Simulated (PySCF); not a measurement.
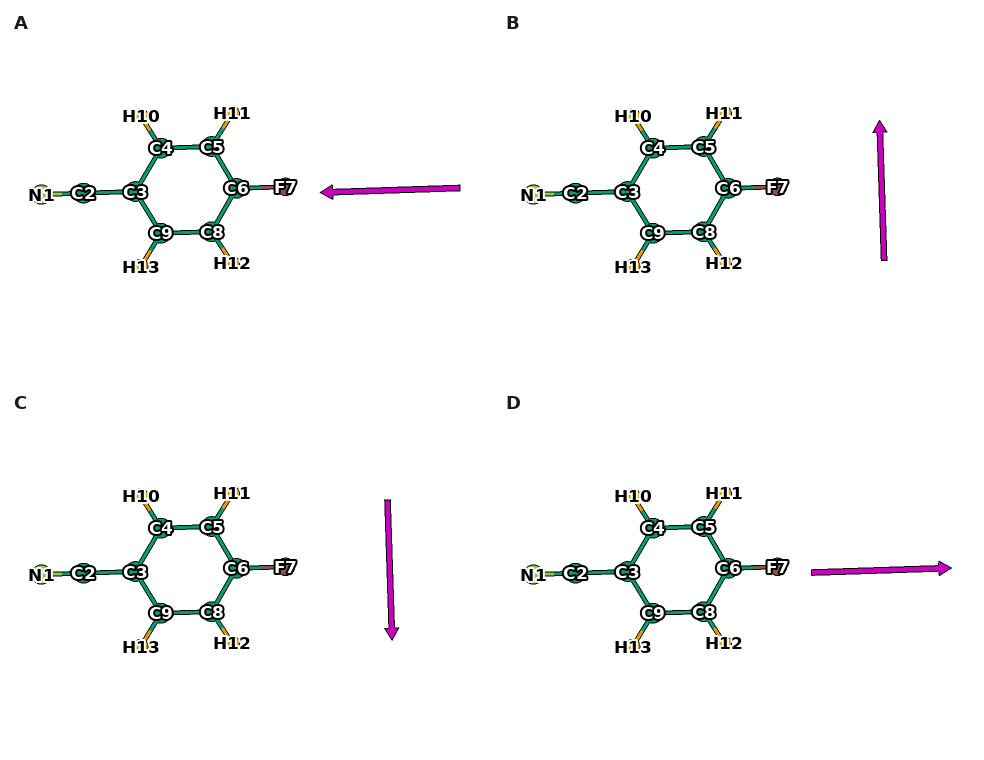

The same molecule four times, each with an arrow. Computed geometry: GFN2-xTB optimisation. No frequency run is at hand to confirm it as a minimum. Level of theory: PBE0/def2-SVPD, gas phase (PySCF 2.14.0).

**Which arrow points along the dipole moment, from the negative to the positive end?**

D. The dipole moment is 3.13 D; it points from the side of N1 to the side of F7 (the outermost atoms at the two ends).
